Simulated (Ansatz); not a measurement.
# Abstraction of F: C3H6F2 + C2HF2Sn → C3H6F + C2HF3Sn

Gas-phase species: C3H6F2 `CC(F)CF`, singlet; C2HF2Sn `C#[C][Sn]([F])[F]`, doublet; C3H6F `C[CH]CF`, doublet; C2HF3Sn `C#[C][Sn]([F])([F])[F]`, singlet. A radical takes F: the energy is the difference in strength between the C–F bond broken and the Sn–F bond made.

Shapes, held fixed at every level: PBE0-D4/def2-TZVP. Flexible molecules stand in one conformer, not always the lowest. Programs: Ansatz 0.2.0. The zero-point and thermal change to 298 K, harmonic and unscaled (PBE0-D4/def2-TZVP), is -9.0 kJ/mol.

```csv
level,kind,ΔH(298 K) (kJ/mol),less CCSD(T)/def2-TZVPP
MP2/def2-TZVPP,perturbation theory,-3.9,+1.2
HF/def2-TZVPP,Hartree–Fock,-26.6,-21.5
PBE-D4/def2-TZVPP,GGA,+11.6,+16.7
r2SCAN0-D4/def2-TZVPP,global hybrid,-7.8,-2.7
wB97X-V/def2-TZVPP,range-separated hybrid,-2.7,+2.4
B2PLYP/def2-TZVPP,double hybrid,-2.1,+3.0
CCSD(T)/def2-TZVPP,coupled cluster or CI,-5.1,0.0
```

The highest level, CCSD(T)/def2-TZVPP, gives ΔH(298 K) = -5.1 kJ/mol; the levels span -26.6 to +11.6. They disagree on the sign: 1 of 7 are positive. The column of differences is taken from that level and isn't an error. No measured value is set beside it here. Open shells run unrestricted. For atoms past krypton def2 sets carry core potentials with scalar relativity. Outer-core shells of Sn are correlated, in sets that cover them unevenly.

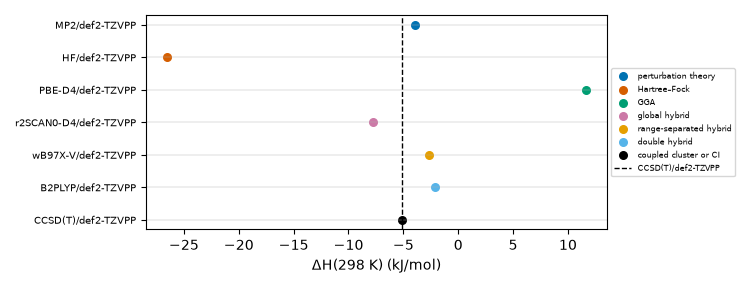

The values of the table, level by level.
